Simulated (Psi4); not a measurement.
# GeH2Cl (SMILES [Cl][GeH2]) at UHF-D4/aug-cc-pVTZ (density fitting, stability analysis check)

Aim: the energy change on altering one bond length of GeH2Cl at UHF-D4/aug-cc-pVTZ (density fitting, stability analysis check), from 2 runs. 

The results are computed with Psi4 1.11.

3 further runs of the same task are left out: 1 that didn't finish, 2 set aside as unsound or not needed.

### Step 1. The system as given

The species is GeH2Cl (4 atoms), meant as a doublet with charge 0. SMILES: `[Cl][GeH2]`. Geometry: relaxed at PBE0-D4/def2-TZVP.

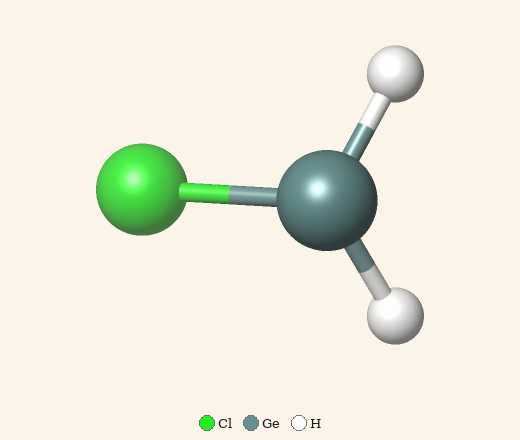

Viewed from a chosen angle; chlorine green, germanium teal, hydrogen white.

### Step 2. A stability test at UHF-D4/aug-cc-pVTZ (density fitting, stability analysis check)

File clgeh2.py:

```python
import psi4

psi4.set_memory(1600000000)
psi4.set_num_threads(1)
psi4.core.set_output_file('psi4.out', False)

mol = psi4.geometry("""
0 2
Cl
Ge 1 2.155923
H 2 1.546053 1 106.80676
H 2 1.545981 3 112.30224 1 -116.77052
units angstrom
""")

psi4.set_options({
    'reference': 'uhf',
    'stability_analysis': 'check',
})

E = psi4.energy("hf-d4/aug-cc-pVTZ")
print(f'hf-d4/aug-cc-pVTZ energy: {E:.10f} Eh')
```

The run is started by

```
$ python clgeh2.py
```

psi4.out:

```text
[...]
  Running in c1 symmetry.
[...]
  Nuclear repulsion =  161.647306557156270
[...]
  Multiplicity = 2
[...]
  Nalpha       = 26
  Nbeta        = 25
[...]
    Number of basis functions: 155
[...]
   @DF-UHF iter   1: -2535.02173616518485   -3.13929e+00   1.32206e-02 DIIS/ADIIS
[...]
   @DF-UHF iter  10: -2536.10933624407426   -5.94123e-08   5.03041e-07 DIIS
[...]
   @S^2 Observed:                7.552323998E-01
[...]
    Orbital Energies [Eh]
    ---------------------
    Alpha Occupied:
       1A   -405.274558     2A   -104.826069     3A    -52.179563
       4A    -46.268314     5A    -46.266316     6A    -46.265348
       7A    -10.551451     8A     -8.019038     9A     -8.016784
      10A     -8.016382    11A     -7.225501    12A     -5.203701
      13A     -5.198560    14A     -5.195718    15A     -1.676448
      16A     -1.674747    17A     -1.671716    18A     -1.670423
      19A     -1.668723    20A     -1.085669    21A     -0.735329
      22A     -0.525304    23A     -0.516753    24A     -0.480279
      25A     -0.448018    26A     -0.350701
    Alpha Virtual:
[...]
  @DF-UHF Final Energy: -2536.10933624407426
   => Energetics <=
    Nuclear Repulsion Energy =            161.6473065571562699
    One-Electron Energy =               -3853.9815009496246603
    Two-Electron Energy =                1156.2331252500484879
    Total Energy =                      -2536.1093362440742567
  UHF NO Occupations:
  HONO-2 :   24  A 1.9996210
  HONO-1 :   25  A 1.9983514
[...]
 Multipole Moments:
 ------------------------------------------------------------------------------------
     Multipole            Electronic (a.u.)      Nuclear  (a.u.)        Total (a.u.)
 ------------------------------------------------------------------------------------
 L = 1.  Multiply by 2.5417464519 to convert [e a0] to [Debye]
 Dipole X            :         -1.2960908            1.2948230           -0.0012678
 Dipole Y            :          0.7430949           -0.7423072            0.0007876
 Dipole Z            :          3.6493581           -2.8398223            0.8095358
 Magnitude           :                                                    0.8095372
[...]
```

Standard output:

```text
hf-d4/aug-cc-pVTZ energy: -2536.1093362441 Eh
```

It took 9.9 s on 1 thread of Intel Xeon 6975P-C (Granite Rapids), shared host; peak memory 0.68 GiB.

### Step 3. The distorted shape at the same level

File job.dat:

```
memory 1600 MB

molecule {
  0 2
  Cl    -1.395916     0.229559     0.879974
  Ge     0.106700    -0.451100    -0.141600
  H      0.072700     0.259600    -1.514200
  H      1.383400    -0.113700     0.662300
}

set reference uhf
set stability_analysis check

result, w = energy("hf-d4/aug-cc-pVTZ", return_wfn=True)
```

The run is started by

```
$ psi4 -n 1 job.dat job.out
```

job.out:

```text
[...]
  Running in c1 symmetry.
[...]
  Nuclear repulsion =  176.882542020737390
[...]
  Multiplicity = 2
[...]
  Nalpha       = 26
  Nbeta        = 25
[...]
    Number of basis functions: 155
[...]
   @DF-UHF iter   1: -2534.99152347859081   -2.71663e+00   1.34252e-02 ADIIS/DIIS
[...]
   @DF-UHF iter   9: -2536.08756011216292   -4.31883e-07   6.87332e-07 DIIS
[...]
   @S^2 Observed:                7.553123497E-01
[...]
    Orbital Energies [Eh]
    ---------------------
    Alpha Occupied:
       1A   -405.256688     2A   -104.836692     3A    -52.163486
       4A    -46.252218     5A    -46.249874     6A    -46.249332
       7A    -10.566953     8A     -8.034619     9A     -8.032431
      10A     -8.031492    11A     -7.212044    12A     -5.190512
      13A     -5.185979    14A     -5.182379    15A     -1.666875
      16A     -1.661991    17A     -1.659113    18A     -1.657408
      19A     -1.655906    20A     -1.130889    21A     -0.733099
      22A     -0.540980    23A     -0.540567    24A     -0.510320
      25A     -0.447434    26A     -0.332715
    Alpha Virtual:
[...]
  @DF-UHF Final Energy: -2536.08756011216292
   => Energetics <=
    Nuclear Repulsion Energy =            176.8825420207373895
    One-Electron Energy =               -3884.4493276146167773
    Two-Electron Energy =                1171.4878519423805301
    Total Energy =                      -2536.0875601121629188
  UHF NO Occupations:
  HONO-2 :   24  A 1.9996162
  HONO-1 :   25  A 1.9982816
[...]
 Multipole Moments:
 ------------------------------------------------------------------------------------
     Multipole            Electronic (a.u.)      Nuclear  (a.u.)        Total (a.u.)
 ------------------------------------------------------------------------------------
 L = 1.  Multiply by 2.5417464519 to convert [e a0] to [Debye]
 Dipole X            :          1.5955822           -1.3511201            0.2444622
 Dipole Y            :         -2.3782685            2.2455056           -0.1327630
 Dipole Z            :         -1.3684982            1.1985924           -0.1699057
 Magnitude           :                                                    0.3259689
[...]
```

Wall time 15 s (1 thread of Intel Xeon 6975P-C (Granite Rapids), shared host); peak memory 0.68 GiB.

### Step 4. Outcome

At UHF-D4/aug-cc-pVTZ (density fitting, stability analysis check):

```
                                                           quantity           value
                                          first shape: total energy  -2536.10934 Eh
                                         first shape: dipole moment          2.06 D
                    first shape: HOMO energy (highest over α and β)        -9.54 eV
                     first shape: LUMO energy (lowest over α and β)         0.20 eV
                                     first shape: dispersion energy   -21.71 kJ/mol
                                                  first shape: ⟨S²⟩           0.755
                                      distorted shape: total energy  -2536.08756 Eh
                                     distorted shape: dipole moment          0.83 D
                distorted shape: HOMO energy (highest over α and β)        -9.05 eV
                 distorted shape: LUMO energy (lowest over α and β)         0.51 eV
                                 distorted shape: dispersion energy   -22.65 kJ/mol
                                              distorted shape: ⟨S²⟩           0.755
energy change with the Cl1–Ge2 bond shortened from 2.156 to 1.940 Å        0.593 eV
```

What this shows: With the Cl1–Ge2 bond shortened from 2.156 to 1.940 Å the energy rises by 0.59 eV (13.7 kcal/mol). The first shape isn't relaxed at this level, so the change isn't measured from a minimum.
